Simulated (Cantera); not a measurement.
Charge: 1 mol Al, a varied amount of H2O, 1.9 mol N2, held at 1300 K and 8.25 Torr.

Cantera equilibrium calculation (NASA polynomials, part measured and part estimated; ideal gas, pure solids and liquids). Candidate condensed phases: Al, AlN, Al2O3, H2O; 35 gas species. Mutual solubility and eutectic melting of coexisting phases are not modelled. The numbers say what is thermodynamically allowed, not how fast it happens.

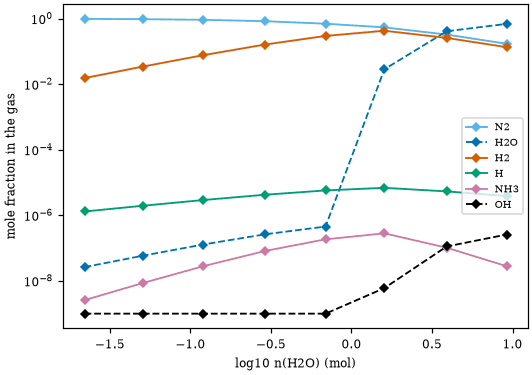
Equilibrium gas composition (values under 1e-9 drawn at 1e-9)

Problem. Read off the mole fractions at 0.022 mol H2O.

Solution. N2 about 0.98, H2 about 0.015, H about 1.3e-6, H2O about 2.6e-8.
